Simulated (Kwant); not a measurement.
Model system: Aharonov-Bohm ring in a CdTe two-dimensional gas. Effective mass 0.096 mₑ, grid spacing 25 nm, hard walls, nominal width 300 nm (11 grid rows, so walls 300 nm apart), one parabolic valley, scattering region 1800 nm long along x; energies count from the band bottom; Fermi energy 0.00012 eV. Ring of mean radius 460 nm, arms as wide as the leads. Perpendicular field swept from 0 to 0.025 T, none in the leads; orbital effect alone.

The device is made up for the run: typed textbook-type constants, with dimensions and the other settings drawn at random.

Computed with Kwant: effective-mass tight-binding model on a square grid, one spin, coherent transport at 0 K. Conductance is in e²/h.

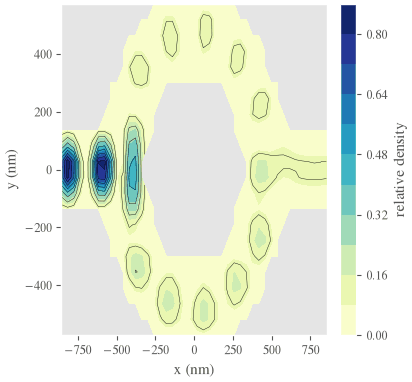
Figure. Density of the scattering states that come in from the left lead, at field = 0.0061798 T, in bins, relative to the largest site value

The conductance there is 0.37 e²/h with 1 open channel(s) in the leads.
